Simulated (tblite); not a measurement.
# CH9FGeNSi2: the cost of one run

Computed with tblite 0.8.0 and PySCF 2.14.0; each step states its level. No surroundings beyond the atoms listed, unless a continuum is named. Atoms count from 0, parts from 1.

## 1. The system as given

15 atoms, charge 0, multiplicity 2; geometry: distance geometry start.

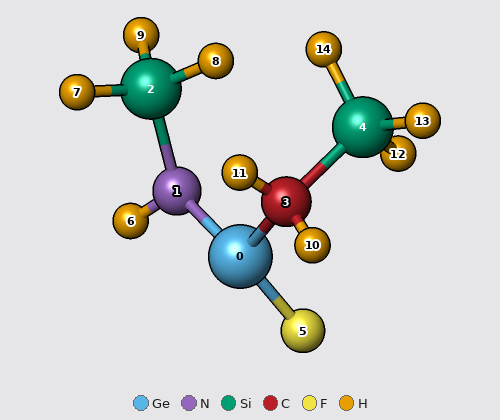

The starting geometry (germanium blue, nitrogen purple, silicon teal, carbon red, fluorine yellow, hydrogen amber), atoms numbered.

## 2. Relaxing the cluster with GFN2-xTB

Job settings and geometry (Å):

```
{"job": {"kind": "relax", "xc": "GFN2-xTB", "basis": "xTB"}, "charge": 0, "multiplicity": 2}
Ge    -1.896707    -0.741186     0.825786
N     -1.993363     0.935305     1.705557
Si    -0.398261     1.665813     2.234630
C     -0.119540    -1.340017     0.308810
Si     0.533349    -0.222401    -0.997953
F     -3.198809    -1.100591    -0.310521
H     -2.780324     1.054648     2.378997
H     -0.061318     1.192266     3.533019
H      0.588388     1.281956     1.298335
H     -0.507529     3.084123     2.247923
H     -0.189789    -2.314092    -0.039362
H      0.499379    -1.323241     1.141477
H     -0.538308     0.320546    -1.746348
H      1.379602    -0.972314    -1.828510
H      1.300107     0.817186    -0.370102
```

With the program's defaults for keys left out, this is: GFN2-xTB geometry optimisation, gas phase.

Launch:

```
$ OMP_NUM_THREADS=1 python cluster_run.py task.json out
```

The driver reads the jobs from task.json and runs them one after another.

Q: Estimate the wall time of this first job on 1 thread of Arm Neoverse V2, shared host.

About 5.6 s.
